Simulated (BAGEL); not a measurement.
# BPH3F3 (SMILES [BH3-][P+](F)(F)F) at HF/STO-3G (density fitting with cc-pvqz-jkfit)

What is the energy change on altering one bond length of BPH3F3 at HF/STO-3G (density fitting with cc-pvqz-jkfit)? 

The results are computed with BAGEL 1.2.2.

### Step 1. The molecule

BPH3F3 has 8 atoms, charge 0, and is taken as a singlet. As SMILES, `[BH3-][P+](F)(F)F`. The coordinates come from a PBE0-D4/def2-TZVP relaxation.

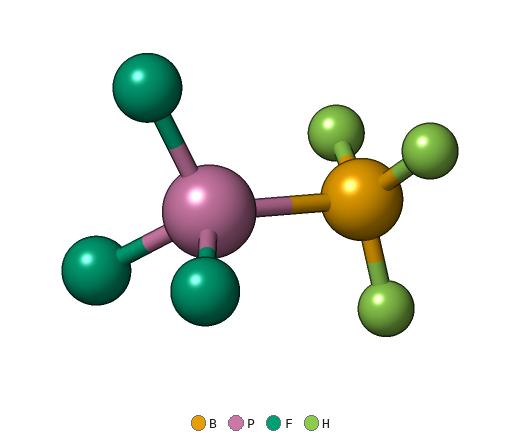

The structure, seen from a chosen angle (boron amber, phosphorus pink, fluorine teal, hydrogen green).

### Step 2. A single-point energy at HF/STO-3G (density fitting with cc-pvqz-jkfit)

Input file input.json:

```json
{ "bagel": [

{
  "title": "molecule",
  "basis": "sto-3g",
  "df_basis": "cc-pvqz-jkfit",
  "angstrom": "true",
  "geometry": [
    { "atom": "B", "xyz": [      -0.079940,       0.958130,       0.502960 ] },
    { "atom": "P", "xyz": [       0.055250,      -0.662160,      -0.347680 ] },
    { "atom": "F", "xyz": [       0.301370,      -1.910790,       0.523410 ] },
    { "atom": "F", "xyz": [      -1.155920,      -1.141880,      -1.173150 ] },
    { "atom": "F", "xyz": [       1.178770,      -0.833130,      -1.390240 ] },
    { "atom": "H", "xyz": [      -1.022770,       0.798330,       1.239980 ] },
    { "atom": "H", "xyz": [      -0.266070,       1.727350,      -0.408780 ] },
    { "atom": "H", "xyz": [       0.989320,       1.064150,       1.053500 ] }
  ]
},

{
  "title": "hf",
  "charge": 0
},

{
  "title": "print",
  "file": "orbitals.molden",
  "orbitals": "true"
}

]}
```

Command:

```
$ BAGEL_NUM_THREADS=1 BAGEL input.json > input.out
```

Standard output:

```text
* using 1 threads per process

  ===============================================================
  ===============================================================

  *** Geometry ***

  { "atom" : "B", "xyz" : [     -0.151065,      1.810603,      0.950457 ] },
  { "atom" : "P", "xyz" : [      0.104407,     -1.251301,     -0.657020 ] },
  { "atom" : "F", "xyz" : [      0.569507,     -3.610870,      0.989102 ] },
  { "atom" : "F", "xyz" : [     -2.184372,     -2.157840,     -2.216932 ] },
  { "atom" : "F", "xyz" : [      2.227552,     -1.574388,     -2.627173 ] },
  { "atom" : "H", "xyz" : [     -1.932755,      1.508625,      2.343223 ] },
  { "atom" : "H", "xyz" : [     -0.502799,      3.264218,     -0.772482 ] },
  { "atom" : "H", "xyz" : [      1.869544,      2.010952,      1.990826 ] },

  Number of auxiliary basis functions:      725

  Since a DF basis is specified, we compute 2- and 3-index integrals:
    o Being stored without compression. Storage requirement is 0.006 GB

  Number of basis functions:       32
  Number of electrons      :       50

    * METHOD: MOLECULE                             0.47

  *** RHF ***

  === Nuclear Repulsion ===
   269.8580795941

      * DIIS with orbital gradients will be used.

  === RHF iteration (sto-3g) ===
      0       -656.94445092          0.01944739           0.05
      1       -657.09647507          0.00378211           0.05
      2       -657.10203286          0.00098702           0.04
      3       -657.10279132          0.00016813           0.05
      4       -657.10281450          0.00003364           0.05
      5       -657.10281534          0.00000473           0.05
      6       -657.10281535          0.00000093           0.04
      7       -657.10281535          0.00000014           0.04
      8       -657.10281535          0.00000003           0.04
      9       -657.10281535          0.00000001           0.05
    * SCF iteration converged.

    * Permanent dipole moment:
           (   -0.093086,     1.115620,     0.585798) a.u.

    * METHOD: HF                                   0.56

    * METHOD: PRINT                                0.00

  ===============================================================
```

It took 1.2 s on 1 thread of Arm Neoverse V1, shared host; peak memory 0.082 GiB.

### Step 3. The distorted shape at the same level

Input file hf.json:

```json
{ "bagel" : [

{
  "title" : "molecule",
  "basis" : "sto-3g",
  "df_basis" : "cc-pvqz-jkfit",
  "angstrom" : "true",
  "geometry" : [
    { "atom" : "B", "xyz" : [      -0.641672,       1.043611,       1.024214 ] },
    { "atom" : "P", "xyz" : [      -0.506482,      -0.576679,       0.173574 ] },
    { "atom" : "F", "xyz" : [      -0.260362,      -1.825309,       1.044664 ] },
    { "atom" : "F", "xyz" : [      -1.717652,      -1.056399,      -0.651896 ] },
    { "atom" : "F", "xyz" : [       1.178770,      -0.833130,      -1.390240 ] },
    { "atom" : "H", "xyz" : [      -1.584502,       0.883811,       1.761234 ] },
    { "atom" : "H", "xyz" : [      -0.827802,       1.812831,       0.112474 ] },
    { "atom" : "H", "xyz" : [       0.427588,       1.149631,       1.574754 ] }
  ]
},

{
  "title" : "hf"
},

{
  "title" : "print",
  "file" : "orbitals.molden",
  "orbitals" : "true"
}

]}
```

Command:

```
$ BAGEL_NUM_THREADS=1 BAGEL hf.json > hf.out
```

Standard output:

```text
* using 1 threads per process

  ===============================================================
  ===============================================================

  *** Geometry ***

  { "atom" : "B", "xyz" : [     -1.212584,      1.972139,      1.935484 ] },
  { "atom" : "P", "xyz" : [     -0.957112,     -1.089765,      0.328007 ] },
  { "atom" : "F", "xyz" : [     -0.492013,     -3.449334,      1.974129 ] },
  { "atom" : "F", "xyz" : [     -3.245892,     -1.996305,     -1.231905 ] },
  { "atom" : "F", "xyz" : [      2.227552,     -1.574388,     -2.627173 ] },
  { "atom" : "H", "xyz" : [     -2.994275,      1.670161,      3.328250 ] },
  { "atom" : "H", "xyz" : [     -1.564319,      3.425754,      0.212545 ] },
  { "atom" : "H", "xyz" : [      0.808024,      2.172488,      2.975854 ] },

  Number of auxiliary basis functions:      725

  Since a DF basis is specified, we compute 2- and 3-index integrals:
    o Being stored without compression. Storage requirement is 0.006 GB

  Number of basis functions:       32
  Number of electrons      :       50

    * METHOD: MOLECULE                             0.48

  *** RHF ***

  === Nuclear Repulsion ===
   244.5718213901

      * DIIS with orbital gradients will be used.

  === RHF iteration (sto-3g) ===
      0       -656.59623430          0.02309795           0.05
      1       -656.79287215          0.01843856           0.05
      2       -656.93766938          0.00221914           0.05
      3       -656.94023107          0.00074310           0.05
      4       -656.94060278          0.00019417           0.05
      5       -656.94063540          0.00003486           0.05
      6       -656.94063644          0.00000857           0.05
      7       -656.94063651          0.00000470           0.05
      8       -656.94063654          0.00000292           0.05
      9       -656.94063656          0.00000141           0.05
     10       -656.94063656          0.00000049           0.05
     11       -656.94063656          0.00000014           0.05
     12       -656.94063656          0.00000005           0.05
     13       -656.94063656          0.00000001           0.05
     14       -656.94063656          0.00000000           0.05
    * SCF iteration converged.

    * Permanent dipole moment:
           (    0.063527,     1.133985,     0.459586) a.u.

    * METHOD: HF                                   0.81

    * METHOD: PRINT                                0.00

  ===============================================================
```

It took 1.4 s on 1 thread of Arm Neoverse V1, shared host; peak memory 0.082 GiB.

### Step 4. Summary of results

Level: HF/STO-3G (density fitting with cc-pvqz-jkfit).

| quantity | value |
| --- | --- |
| first shape: total energy | -657.10282 Eh |
| first shape: dipole moment | 3.21 D |
| first shape: HOMO energy | -10.65 eV |
| first shape: LUMO energy | 10.25 eV |
| first shape: HOMO–LUMO gap | 20.91 eV |
| distorted shape: total energy | -656.94064 Eh |
| distorted shape: dipole moment | 3.11 D |
| distorted shape: HOMO energy | -8.82 eV |
| distorted shape: LUMO energy | 2.44 eV |
| distorted shape: HOMO–LUMO gap | 11.26 eV |
| energy change with the P2–F5 bond stretched from 1.542 to 2.313 Å | 4.413 eV |

In words: With the P2–F5 bond stretched from 1.542 to 2.313 Å the energy rises by 4.41 eV (426 kJ/mol). The first shape isn't relaxed at this level, so the change isn't measured from a minimum. The minimal basis adds a large error of its own.
